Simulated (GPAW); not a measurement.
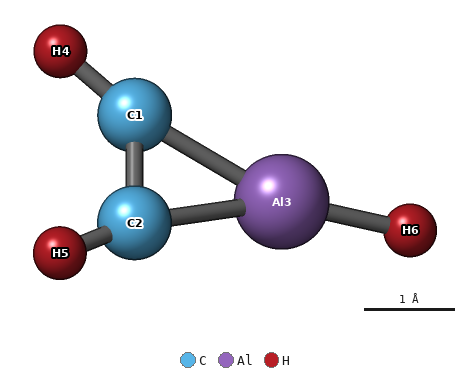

Fig. 1: The structure (ball-and-stick view, seen at a tilt; atoms are numbered from 1 in the order of the input). Sticks mark near contacts.

Property calculation, with input and output: C$_{2}$H$_{3}$Al

- system: C$_{2}$H$_{3}$Al, SMILES [CH]1=[CH][AlH]1
- method: BLYP/dz(dzp), scalar-relativistic datasets (GPAW 26.7.0)

The run did not end well. The geometry comes from this level: GFN2-xTB.

**The input (run_sp.py)**
```python
import numpy as np
from ase.io.zmatrix import parse_zmatrix
from ase.units import Debye
from gpaw import GPAW, setup_paths
from gpaw.atom.configurations import parameters
from gpaw.atom.generator import Generator
from gpaw.utilities.adjust_cell import adjust_cell

# Set up the molecule
zmat = """
C
C 1 r2
Al 1 r3 2 a3
H 1 r4 2 a4 3 d4
H 2 r5 1 a5 4 d5
H 3 r6 1 a6 4 d6
"""
values = dict(r2=1.400847, r3=1.915324, a3=68.65349, r4=1.091851, a4=124.35537, d4=179.88165, r5=1.091451, a5=124.08539, d5=-0.04288, r6=1.559386, a6=158.58798, d6=0.37303)
molecule = parse_zmatrix(zmat, defs=values)
adjust_cell(molecule, 5.0, h=0.22)

# Generate the setups first
for symbol in ["Al", "C", "H"]:
    Generator(symbol, xcname="BLYP", scalarrel=True, nofiles=True, txt=None).run(**parameters[symbol])
setup_paths.insert(0, ".")

# Calculator
calc = GPAW(mode="lcao",
            basis="dz(dzp)",
            h=0.22,
            xc="BLYP",
            mixer={"name": "pulay", "beta": 1.2, "nmaxold": 1, "weight": 1.0},
            maxiter=77,
            txt="-")
molecule.calc = calc

energy = molecule.get_potential_energy()
print(f"Energy                  {energy:.5f} eV")
forces = molecule.get_forces()
print("Forces (eV/Ang)")
for symbol, f in zip(molecule.symbols, forces):
    print(f'{symbol:2} {f[0]:9.4f} {f[1]:9.4f} {f[2]:9.4f}')
dipole = molecule.get_dipole_moment() / Debye
print(f"Dipole: {np.linalg.norm(dipole):.3f} D")
homo, lumo = calc.get_homo_lumo()
print(f"HOMO = {homo:.3f} eV")
print(f"LUMO: {lumo:.3f} eV")
print(f"Gap                     {lumo - homo:.3f} eV")
```

Launched with:
```bash
python run_sp.py > run_sp.log
```

**Output**
```
__  _  _
 | _ |_)|_||  |
 |__||  | ||/\| - 26.7.0

units:  Angstrom and eV
cores:  1
OpenMP: False

Versions:
  Python: 3.12.14
  ASE:    3.29.0
  Numpy:  2.5.5
  Scipy:  1.18.1
  Libxc:  7.0.0

        _gpaw.cpython-312-x86_64-linux-gnu.so

Input parameters:
  mode=LCAO(),
  basis={'default': 'dz(dzp)'},
  h=0.22,
  maxiter=77,
  mixer=Pulay(name='pulay', nmaxold=1, beta=1.2, weight=1.0, sigma=0.015, g_ss=None),
  xc=XC(name='BLYP')
          .-------------------------------.
         /|                               |
        / |                               |
       /  |                               |
      /   |                               |
     /    |                               |
    /     |                               |
   /      |                               |
  /       |                               |
 *        |                               |
 |        |            H                  |
 |        |           Al                  |
 |        |      H C  CH                  |
 |        .-------------------------------.
 |       /                               /
 |      /                               /
 |     /                               /
 |    /                               /
 |   /                               /
 |  /                               /
 | /                               /
 |/                               /
 *-------------------------------*

Atoms  # Å, Bohr magnetons
|   | symbol |        x |        y |        z |    initial magnetic moments |
|---|--------|----------|----------|----------|-----------------------------|
| 0 |      C | 5.901816 | 6.260316 | 5.280931 | ( 0.0000,  0.0000,  0.0000) |
| 1 |      C | 7.302663 | 6.260316 | 5.280931 | ( 0.0000,  0.0000,  0.0000) |
| 2 |     Al | 6.599008 | 8.044241 | 5.280931 | ( 0.0000,  0.0000,  0.0000) |
| 3 |      H | 5.285658 | 5.358937 | 5.279069 | ( 0.0000,  0.0000,  0.0000) |
| 4 |      H | 7.914342 | 5.356374 | 5.279740 | ( 0.0000,  0.0000,  0.0000) |
| 5 |      H | 6.597225 | 9.603626 | 5.280325 | ( 0.0000,  0.0000,  0.0000) |

Unit cell  # Å
| periodic |         x |         y |         z |   lengths |    angles |
|----------|-----------|-----------|-----------|-----------|-----------|
|       no | 13.200000 |  0.000000 |  0.000000 | 13.200000 | 90.000000 |
|       no |  0.000000 | 14.960000 |  0.000000 | 14.960000 | 90.000000 |
|       no |  0.000000 |  0.000000 | 10.560000 | 10.560000 | 90.000000 |

Number of symmetries: 1
Symmetry operations  # r_c * U_cc + t_c -> r_c
|   | kind |            matrix            |
|---|------|------------------------------|
| 0 |  E   |  1, 0, 0,  0, 1, 0,  0, 0, 1 |

BZ-sampling:
  Number of BZ points: 1
  Number of IBZ points: 1

  Monkhorst-Pack size: [1, 1, 1]
  Monkhorst-Pack shift: [0, 0, 0]

K-points  # in reciprocal-cell coordinates
|   |                                coordinates |     weight |
|---|--------------------------------------------|------------|
| 0 | (  0.00000000,   0.00000000,   0.00000000) | 1.00000000 |

basis functions: 30
Spin-components: 1 (collinear spins)
Bands:           13
Projectors:      24
Spin-degeneracy: 2
Datatype:        <class 'float'>

  Storage: CPU
  Wave functions: 3_120 bytes (3_120 per core)

Parallelization:
  kpt:    1
  domain: 1
  band:   1

Density:
  Valence electrons: 14.0
  Components: 1
  Grid points: [60 68 48]
  Charge: 0.0  # |e|

Potential:
  Grid points: [60 68 48]

species:
  C:
    name:    Carbon
    Z:       6.0
    valence: 4
    core:    2
    charge:  0.0  # [|e|]
    file:    C.BLYP
    compensation charges:
      type: gauss
      rc: 0.20  # [Å]
      lmax: 2
    cutoffs:
      filter: 1.14  # [Å]
      core: 1.14  # [Å]
    projectors
    | kind |    occ | energy [eV] | rcut [Å] |
    |------|--------|-------------|----------|
    |   2s |  2.000 |     -13.611 |    0.635 |
    |   2p |  2.000 |      -5.237 |    0.635 |
    |    s |        |      13.600 |    0.635 |
    |    p |        |      21.974 |    0.635 |
    |    d |        |       0.000 |    0.635 |

    LCAO basis set for C:
      Name: dz(dzp)
      File: C.dzp.basis.gz
      Number of radial functions: 4
      Number of spherical harmonics: 8
        l=0, rc=5.5469 Bohr: 2s-sz confined orbital
        l=1, rc=6.6719 Bohr: 2p-sz confined orbital
        l=0, rc=3.0312 Bohr: 2s-dz split-valence wave
        l=1, rc=3.7500 Bohr: 2p-dz split-valence wave
      Number of RI-basis functions 0

  Al:
    name:    Aluminium
    Z:       13.0
    valence: 3
    core:    10
    charge:  0.0  # [|e|]
    file:    Al.BLYP
    compensation charges:
      type: gauss
      rc: 0.34  # [Å]
      lmax: 2
    cutoffs:
      filter: 1.91  # [Å]
      core: 2.36  # [Å]
    projectors
    | kind |    occ | energy [eV] | rcut [Å] |
    |------|--------|-------------|----------|
    |   3s |  2.000 |      -7.631 |    1.085 |
    |   3p |  1.000 |      -2.564 |    1.085 |
    |    s |        |      19.581 |    1.085 |
    |    p |        |      24.648 |    1.085 |
    |    d |        |       0.000 |    1.085 |

    LCAO basis set for Al:
      Name: dz(dzp)
      File: Al.dzp.basis.gz
      Number of radial functions: 4
      Number of spherical harmonics: 8
        l=0, rc=7.8750 Bohr: 3s-sz confined orbital
        l=1, rc=10.4219 Bohr: 3p-sz confined orbital
        l=0, rc=4.6094 Bohr: 3s-dz split-valence wave
        l=1, rc=6.2812 Bohr: 3p-dz split-valence wave
      Number of RI-basis functions 0

  H:
    name:    Hydrogen
    Z:       1.0
    valence: 1
    core:    0
    charge:  0.0  # [|e|]
    file:    H.BLYP
    compensation charges:
      type: gauss
      rc: 0.15  # [Å]
      lmax: 2
    cutoffs:
      filter: 0.85  # [Å]
      core: 0.53  # [Å]
    projectors
    | kind |    occ | energy [eV] | rcut [Å] |
    |------|--------|-------------|----------|
    |   1s |  1.000 |      -6.535 |    0.476 |
    |    s |        |      20.676 |    0.476 |
    |    p |        |       0.000 |    0.476 |

    LCAO basis set for H:
      Name: dz(dzp)
      File: H.dzp.basis.gz
      Number of radial functions: 2
      Number of spherical harmonics: 2
        l=0, rc=6.4219 Bohr: 1s-sz confined orbital
        l=0, rc=3.6094 Bohr: 1s-dz split-valence wave
      Number of RI-basis functions 0

Reference energy: -8703.440338  # eV

eigensolver:
  <gpaw.new.lcao.eigensolver.LCAOEigensolver object at 0x74a4079b3e90>
density mixing:
  Pulay-Mixer
  Linear mixing parameters: 1.2
  Old densities: 1
  No metric

occupation numbers:
  # Zero width

FastPoissonSolver using
    Stencil: 6*3+1=19 point O(h^6) finite-difference Laplacian
    FFT axes: []
    FST axes: [np.int64(2), np.int64(0), np.int64(1)]

xc functional:
  name: BLYP with 2 nearest neighbor stencil
interpolation: tri-quintic # 5. degree polynomial

          .-------------------------------.
         /|                               |
        / |                               |
       /  |                               |
      /   |                               |
     /    |                               |
    /     |                               |
   /      |                               |
  /       |                               |
 *        |                               |
 |        |            H                  |
 |        |           Al                  |
 |        |      H C  CH                  |
 |        .-------------------------------.
 |       /                               /
 |      /                               /
 |     /                               /
 |    /                               /
 |   /                               /
 |  /                               /
 | /                               /
 |/                               /
 *-------------------------------*

Atoms  # Å, Bohr magnetons
|   | symbol |        x |        y |        z |    initial magnetic moments |
|---|--------|----------|----------|----------|-----------------------------|
| 0 |      C | 5.901816 | 6.260316 | 5.280931 | ( 0.0000,  0.0000,  0.0000) |
| 1 |      C | 7.302663 | 6.260316 | 5.280931 | ( 0.0000,  0.0000,  0.0000) |
| 2 |     Al | 6.599008 | 8.044241 | 5.280931 | ( 0.0000,  0.0000,  0.0000) |
| 3 |      H | 5.285658 | 5.358937 | 5.279069 | ( 0.0000,  0.0000,  0.0000) |
| 4 |      H | 7.914342 | 5.356374 | 5.279740 | ( 0.0000,  0.0000,  0.0000) |
| 5 |      H | 6.597225 | 9.603626 | 5.280325 | ( 0.0000,  0.0000,  0.0000) |

Unit cell  # Å
| periodic |         x |         y |         z |   lengths |    angles |
|----------|-----------|-----------|-----------|-----------|-----------|
|       no | 13.200000 |  0.000000 |  0.000000 | 13.200000 | 90.000000 |
|       no |  0.000000 | 14.960000 |  0.000000 | 14.960000 | 90.000000 |
|       no |  0.000000 |  0.000000 | 10.560000 | 10.560000 | 90.000000 |

Number of symmetries: 1
Symmetry operations  # r_c * U_cc + t_c -> r_c
|   | kind |            matrix            |
|---|------|------------------------------|
| 0 |  E   |  1, 0, 0,  0, 1, 0,  0, 0, 1 |

BZ-sampling:
  Number of BZ points: 1
  Number of IBZ points: 1

  Monkhorst-Pack size: [1, 1, 1]
  Monkhorst-Pack shift: [0, 0, 0]

K-points  # in reciprocal-cell coordinates
|   |                                coordinates |     weight |
|---|--------------------------------------------|------------|
| 0 | (  0.00000000,   0.00000000,   0.00000000) | 1.00000000 |

basis functions: 30
Spin-components: 1 (collinear spins)
Bands:           13
Projectors:      24
Spin-degeneracy: 2
Datatype:        <class 'float'>

  Storage: CPU
  Wave functions: 3_120 bytes (3_120 per core)

Parallelization:
  kpt:    1
  domain: 1
  band:   1

Density:
  Valence electrons: 14.0
  Components: 1
  Grid points: [60 68 48]
  Charge: 0.0  # |e|

Potential:
  Grid points: [60 68 48]

species:
  C:
    name:    Carbon
    Z:       6.0
    valence: 4
    core:    2
    charge:  0.0  # [|e|]
    file:    C.BLYP
    compensation charges:
      type: gauss
      rc: 0.20  # [Å]
      lmax: 2
    cutoffs:
      filter: 1.14  # [Å]
      core: 1.14  # [Å]
    projectors
    | kind |    occ | energy [eV] | rcut [Å] |
    |------|--------|-------------|----------|
    |   2s |  2.000 |     -13.611 |    0.635 |
    |   2p |  2.000 |      -5.237 |    0.635 |
    |    s |        |      13.600 |    0.635 |
    |    p |        |      21.974 |    0.635 |
    |    d |        |       0.000 |    0.635 |

    LCAO basis set for C:
      Name: dz(dzp)
      File: C.dzp.basis.gz
      Number of radial functions: 4
      Number of spherical harmonics: 8
        l=0, rc=5.5469 Bohr: 2s-sz confined orbital
        l=1, rc=6.6719 Bohr: 2p-sz confined orbital
        l=0, rc=3.0312 Bohr: 2s-dz split-valence wave
        l=1, rc=3.7500 Bohr: 2p-dz split-valence wave
      Number of RI-basis functions 0

  Al:
    name:    Aluminium
    Z:       13.0
    valence: 3
    core:    10
    charge:  0.0  # [|e|]
    file:    Al.BLYP
    compensation charges:
      type: gauss
      rc: 0.34  # [Å]
      lmax: 2
    cutoffs:
      filter: 1.91  # [Å]
      core: 2.36  # [Å]
    projectors
    | kind |    occ | energy [eV] | rcut [Å] |
    |------|--------|-------------|----------|
    |   3s |  2.000 |      -7.631 |    1.085 |
    |   3p |  1.000 |      -2.564 |    1.085 |
    |    s |        |      19.581 |    1.085 |
    |    p |        |      24.648 |    1.085 |
    |    d |        |       0.000 |    1.085 |

    LCAO basis set for Al:
      Name: dz(dzp)
      File: Al.dzp.basis.gz
      Number of radial functions: 4
      Number of spherical harmonics: 8
        l=0, rc=7.8750 Bohr: 3s-sz confined orbital
        l=1, rc=10.4219 Bohr: 3p-sz confined orbital
        l=0, rc=4.6094 Bohr: 3s-dz split-valence wave
        l=1, rc=6.2812 Bohr: 3p-dz split-valence wave
      Number of RI-basis functions 0

  H:
    name:    Hydrogen
    Z:       1.0
    valence: 1
    core:    0
    charge:  0.0  # [|e|]
    file:    H.BLYP
    compensation charges:
      type: gauss
      rc: 0.15  # [Å]
      lmax: 2
    cutoffs:
      filter: 0.85  # [Å]
      core: 0.53  # [Å]
    projectors
    | kind |    occ | energy [eV] | rcut [Å] |
    |------|--------|-------------|----------|
    |   1s |  1.000 |      -6.535 |    0.476 |
    |    s |        |      20.676 |    0.476 |
    |    p |        |       0.000 |    0.476 |

    LCAO basis set for H:
      Name: dz(dzp)
      File: H.dzp.basis.gz
      Number of radial functions: 2
      Number of spherical harmonics: 2
        l=0, rc=6.4219 Bohr: 1s-sz confined orbital
        l=0, rc=3.6094 Bohr: 1s-dz split-valence wave
      Number of RI-basis functions 0

Reference energy: -8703.440338  # eV

eigensolver:
  <gpaw.new.lcao.eigensolver.LCAOEigensolver object at 0x74a40785dfa0>
density mixing:
  Pulay-Mixer
  Linear mixing parameters: 1.2
  Old densities: 1
  No metric

occupation numbers:
  # Zero width

FastPoissonSolver using
    Stencil: 6*3+1=19 point O(h^6) finite-difference Laplacian
    FFT axes: []
    FST axes: [np.int64(2), np.int64(0), np.int64(1)]

xc functional:
  name: BLYP with 2 nearest neighbor stencil
interpolation: tri-quintic # 5. degree polynomial

Initialization done in: 5.401 s

convergence criteria:
- Maximum [total energy] change in last 3 cyles: 0.0005 eV / valence electron
- Maximum integral of absolute [dens]ity change: 0.0001 electrons / valence electron
- Maximum integral of absolute [eigenst]ate change: 4e-08 eV^2 / valence electron
maximum number of iterations: 77

SCF iterations
|iter     |     time |      energy | eigst |  dens |
|---------|----------|-------------|-------|-------|
|iter:   1| 00:00:06 |  -27.759085 |      c|       |
|iter:   2| 00:00:07 |-7790.186462 |      c| -0.59 |
|iter:   3| 00:00:07 |-30621275.890918 |      c| +0.17 |
|iter:   4| 00:00:08 |-5831087.985032 |      c| +0.29 |
|iter:   5| 00:00:09 |-165016126.190702 |      c| +0.34 |
|iter:   6| 00:00:10 |-14677936.958779 |      c| +0.35 |
|iter:   7| 00:00:11 |-162636062.892820 |      c| +0.33 |
|iter:   8| 00:00:12 |-16990960.407500 |      c| +0.33 |
|iter:   9| 00:00:13 |-178835804.288890 |      c| +0.33 |
|iter:  10| 00:00:14 |-17404493.685287 |      c| +0.33 |
|iter:  11| 00:00:15 |-181230506.577096 |      c| +0.33 |
|iter:  12| 00:00:16 |-17953764.236987 |      c| +0.33 |
|iter:  13| 00:00:17 |-184886401.308810 |      c| +0.33 |
|iter:  14| 00:00:18 |-18357622.561205 |      c| +0.33 |
|iter:  15| 00:00:19 |-189786582.058869 |      c| +0.33 |
|iter:  16| 00:00:20 |-18456249.081898 |      c| +0.33 |
|iter:  17| 00:00:21 |-194255721.524625 |      c| +0.33 |
|iter:  18| 00:00:22 |-18627099.592204 |      c| +0.33 |
|iter:  19| 00:00:23 |-197832469.800754 |      c| +0.33 |
|iter:  20| 00:00:24 |-18789301.582855 |      c| +0.33 |
|iter:  21| 00:00:26 |-199885788.586163 |      c| +0.33 |
|iter:  22| 00:00:27 |-18814953.587862 |      c| +0.33 |
|iter:  23| 00:00:28 |-200612605.305788 |      c| +0.33 |
|iter:  24| 00:00:29 |-18831878.653671 |      c| +0.33 |
|iter:  25| 00:00:30 |-200962527.933885 |      c| +0.33 |
|iter:  26| 00:00:31 |-18846810.474761 |      c| +0.33 |
|iter:  27| 00:00:32 |-201056683.658344 |      c| +0.33 |
|iter:  28| 00:00:33 |-18863694.395554 |      c| +0.33 |
|iter:  29| 00:00:34 |-201144085.722980 |      c| +0.33 |
|iter:  30| 00:00:35 |-18883087.182347 |      c| +0.33 |
|iter:  31| 00:00:36 |-201180651.938848 |      c| +0.33 |
|iter:  32| 00:00:37 |-18907406.975982 |      c| +0.33 |
|iter:  33| 00:00:38 |-201348797.513680 |      c| +0.33 |
|iter:  34| 00:00:39 |-18932392.680910 |      c| +0.33 |
|iter:  35| 00:00:40 |-201382803.283483 |      c| +0.33 |
|iter:  36| 00:00:41 |-18966561.987527 |      c| +0.33 |
|iter:  37| 00:00:42 |-201578685.763390 |      c| +0.33 |
|iter:  38| 00:00:43 |-18996791.118376 |      c| +0.33 |
|iter:  39| 00:00:44 |-201712514.455391 |      c| +0.33 |
|iter:  40| 00:00:45 |-18996702.202464 |      c| +0.33 |
|iter:  41| 00:00:46 |-201772276.933521 |      c| +0.33 |
|iter:  42| 00:00:47 |-19007534.494758 |      c| +0.33 |
|iter:  43| 00:00:48 |-201829378.279105 |      c| +0.33 |
|iter:  44| 00:00:49 |-19021704.060860 |      c| +0.33 |
|iter:  45| 00:00:50 |-201771605.515047 |      c| +0.33 |
|iter:  46| 00:00:51 |-19038209.965749 |      c| +0.33 |
|iter:  47| 00:00:52 |-201709225.584862 |      c| +0.33 |
|iter:  48| 00:00:53 |-19043980.000947 |      c| +0.33 |
|iter:  49| 00:00:55 |-201734886.359188 |      c| +0.33 |
|iter:  50| 00:00:56 |-19052435.067622 |      c| +0.33 |
|iter:  51| 00:00:57 |-201693519.699448 |      c| +0.33 |
|iter:  52| 00:00:58 |-19066503.394913 |      c| +0.33 |
|iter:  53| 00:00:59 |-201793304.329702 |      c| +0.33 |
|iter:  54| 00:01:00 |-19068511.375354 |      c| +0.33 |
|iter:  55| 00:01:01 |-201755775.122898 |      c| +0.33 |
|iter:  56| 00:01:02 |-19079680.509085 |      c| +0.33 |
|iter:  57| 00:01:03 |-201749638.067108 |      c| +0.33 |
|iter:  58| 00:01:04 |-19081498.750914 |      c| +0.33 |
|iter:  59| 00:01:05 |-201883634.084911 |      c| +0.33 |
|iter:  60| 00:01:06 |-19085296.598730 |      c| +0.33 |
|iter:  61| 00:01:08 |-201985727.699880 |      c| +0.33 |
|iter:  62| 00:01:08 |-19089508.313554 |      c| +0.33 |
|iter:  63| 00:01:09 |-201970253.375138 |      c| +0.33 |
|iter:  64| 00:01:11 |-19084836.542401 |      c| +0.33 |
|iter:  65| 00:01:12 |-201838727.520351 |      c| +0.33 |
```

**Outcome**

- outcome: stopped at the time limit
- hardware: 1 thread of Intel Xeon @ 2.50GHz (Skylake/Cascade Lake), 12 GiB of memory available, shared host
- wall time: 75 s
- peak memory: 0.35 GiB

**Diagnosis**

Some settings of this run were drawn to be unusual or wrong (mixer set to pulay; beta set to 1.2; nmaxold set to 1; weight set to 1.0). The run was cut off by its time limit, so the output is incomplete. Further notes kept with the run: datasets made with stock radii, not tested.
